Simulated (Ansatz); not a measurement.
The figure comes from a scan of Zr (hcp, Mg type): a phonon pattern at M = (0.5, 0.0, 0.0) is frozen into a 4-atom cell, Q being the largest atomic displacement. Calculation: PBE (plane waves to 420 eV, PAW, scalar-relativistic; Ansatz, a first-principles code). k mesh 17×17×9 (Γ-centred), Fermi-Dirac smearing 0.05 eV. The energy includes the smearing's −TS. With partly filled bands, energies and forces of such displacements shift with the k mesh and the smearing. Zr is run without spin polarisation. Zr was relaxed with its symmetry unable to fall. The zero of ΔE is the undisplaced structure.

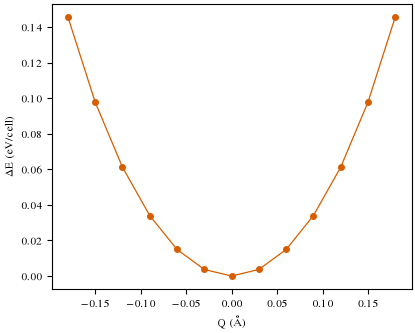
ΔE (eV/cell) against Q (Å); markers are the computed points, lines only join them.

### Question
Read the plotted values off the figure, to the accuracy that the plot allows.

### Answer
To the nearest 0.002:

```csv
Q (Å),ΔE (eV/cell)
-0.180,0.146
-0.150,0.098
-0.120,0.062
-0.090,0.034
-0.060,0.014
-0.030,0.004
0.000,0.000
0.030,0.004
0.060,0.014
0.090,0.034
0.120,0.062
0.150,0.098
0.180,0.146
```

(For displaced atoms, the force is minus the slope of the energy, and its curvature is a force constant, which sets phonon frequencies.)
